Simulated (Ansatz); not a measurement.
**CH6BPSi: one species, many methods**

Aim: compute CH6BPSi with functionals from several rungs and with coupled cluster, and see how far each lands from CCSD(T) at the basis-set limit for the atomisation energy.

The runs use Ansatz 0.2.0, Gaussian basis; functionals in def2-TZVPP, the program's frozen cores in correlated methods.

The runs, in order: LDA (SPW92), PBE-D4, revPBE-D4, BLYP-D4, r2SCAN-D4, B97M-V, PBE0-D4, B3LYP-D4, r2SCANh-D4, r2SCAN0-D4, HSE06-D4, BHLYP-D4, CAM-B3LYP-D4, LC-ωPBE, ωB97X-V, ωB97M-V, B2PLYP, PBE-QIDH; CCSD(T)/def2-SVP; CCSD(T)/def2-TZVPP; MP2/def2-QZVPP; extrapolation to the limit; RPA on PBE.

**1. The relaxed structure**

All runs share one geometry, relaxed beforehand with PBE0-D4 in a triple-zeta def2 set.

SMILES `PB1C[SiH2]1`, 10 atoms, charge 0, spin multiplicity 1.

Atoms are counted from 1 here; the program's logs count them from 0.

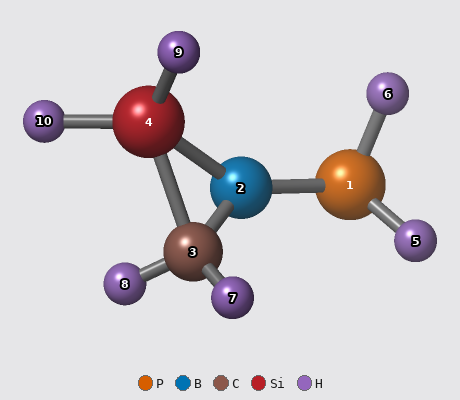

The structure; phosphorus orange, boron blue, carbon brown, silicon red, hydrogen purple; atoms are numbered from 1 in the order of the file.

Geometry (Å):

```
P    -1.9403    0.7402   -0.9677
B    -0.5516    0.0454    0.0426
C     0.4120   -1.1384    0.0308
Si    1.0177    0.3264    1.1302
H    -1.6670    0.2588   -2.2705
H    -1.5461    2.0846   -1.1418
H     0.7610   -1.6116   -0.8839
H     0.3153   -1.8684    0.8408
H     2.0768    1.2759    0.7091
H     1.2055   -0.1641    2.5131
```

**2. LDA**

This LDA is Slater exchange with PW92 correlation.

File in.yaml:

```yaml
crystal:
  periodic: [false, false, false]
  atoms:
    - {symbol: P, position_ang: [-1.940280, 0.740247, -0.967695]}
    - {symbol: B, position_ang: [-0.551606, 0.045427, 0.042627]}
    - {symbol: C, position_ang: [0.411976, -1.138375, 0.030846]}
    - {symbol: Si, position_ang: [1.017659, 0.326446, 1.130196]}
    - {symbol: H, position_ang: [-1.667034, 0.258837, -2.270478]}
    - {symbol: H, position_ang: [-1.546074, 2.084566, -1.141750]}
    - {symbol: H, position_ang: [0.761019, -1.611636, -0.883936]}
    - {symbol: H, position_ang: [0.315260, -1.868442, 0.840847]}
    - {symbol: H, position_ang: [2.076780, 1.275908, 0.709140]}
    - {symbol: H, position_ang: [1.205500, -0.164079, 2.513103]}
basis:
  gaussian: {orbitals: def2-TZVPP}
hamiltonian: {xc: lda}
output: {orbitals: {seedname: orbitals}}
```

The run is started by

```console
ansatz run in.yaml --threads 2 --pin off --events-out ev --progress --plain --max-ram 4352MiB
```

Further steps of the session: PBE-D4 (GGA); revPBE-D4 (GGA); BLYP-D4 (GGA); r2SCAN-D4 (meta-GGA); B97M-V (meta-GGA); PBE0-D4 (hybrid); B3LYP-D4 (hybrid); r2SCANh-D4 (hybrid); r2SCAN0-D4 (hybrid); HSE06-D4 (hybrid); BHLYP-D4 (hybrid); CAM-B3LYP-D4 (range-separated); LC-ωPBE (range-separated); ωB97X-V (range-separated); ωB97M-V (range-separated); B2PLYP (double hybrid); PBE-QIDH (double hybrid); CCSD(T) in def2-SVP; CCSD(T) in def2-TZVPP; MP2 in def2-QZVPP; RPA on PBE orbitals.

Before running them: what should the planned runs give, taken together? Wanted: atomisation energy, CCSD(T)/CBS; farthest beyond LDA; mean size of error, GGA; mean size of error, meta-GGA; mean size of error, hybrid; mean size of error, range-separated; mean size of error, double hybrid; gap, smallest and largest; T1 diagnostic.

As calculated:

| quantity | value |
| --- | --- |
| atomisation energy, CCSD(T)/CBS | 33.460 eV |
| functionals within 0.167 eV (0.5 %) | revPBE-D4, BLYP-D4, r2SCAN0-D4, LC-ωPBE, PBE-QIDH |
| farthest beyond LDA | B97M-V (+0.800 eV) |
| mean size of error, GGA | 0.330 eV |
| mean size of error, meta-GGA | 0.645 eV |
| mean size of error, hybrid | 0.319 eV |
| mean size of error, range-separated | 0.324 eV |
| mean size of error, double hybrid | 0.121 eV |
| gap, smallest and largest | 2.91 eV (LDA (SPW92)), 9.62 eV (LC-ωPBE) |
| T1 diagnostic | 0.0166 |
| triples share of the correlation energy | 4.5 % |

**Reading.** The LDA atomisation energy is off by 4.917 eV (15 %): it overbinds. PBE-D4 misses by +0.775 eV. Double hybrids carry the basis error of their MP2 part in triple zeta, and no dispersion term here, so their miss is partly the set-up's. By mean error the best rung here is double hybrid (0.121 eV) and the worst beyond LDA is meta-GGA (0.645 eV). Misses under about 0.167 eV are within the doubt on the reference itself, which lacks core-valence correlation, relativity and higher excitations. Hartree-Fock recovers 73 % of the binding; the rest is correlation. CCSD(T) in def2-SVP is off by -2.040 eV, so the small basis spoils what the method gains. Orbital gaps span 2.9 to 9.6 eV; exact exchange widens them.
